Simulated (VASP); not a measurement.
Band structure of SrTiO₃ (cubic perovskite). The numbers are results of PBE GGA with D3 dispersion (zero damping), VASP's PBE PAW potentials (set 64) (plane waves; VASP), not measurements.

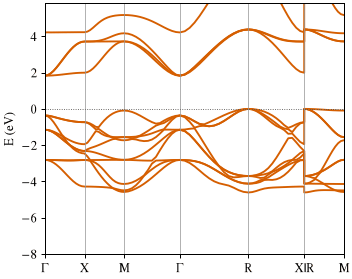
Fig. 1. Bands along high-symmetry lines, zero at the valence-band maximum or, without a gap, the Fermi level

Read the plot: is there a gap, and where are the band edges?

The gap is indirect, 1.83 eV, from the valence maximum at R to the conduction minimum at Γ. (Edges off the drawn lines would not show.)

Measured: gap 3.59 eV (computed value off by -1.76 eV), as given by Anna Miglio et al., npj Computational Materials (2020), arXiv:2011.12765 [zero-point renormalisation of 336 meV (experimental, the table's column) added back].

The compound is SrTiO3 in the cubic perovskite structure, the ideal cubic form; the compound distorts at low or room temperature. It was relaxed first.
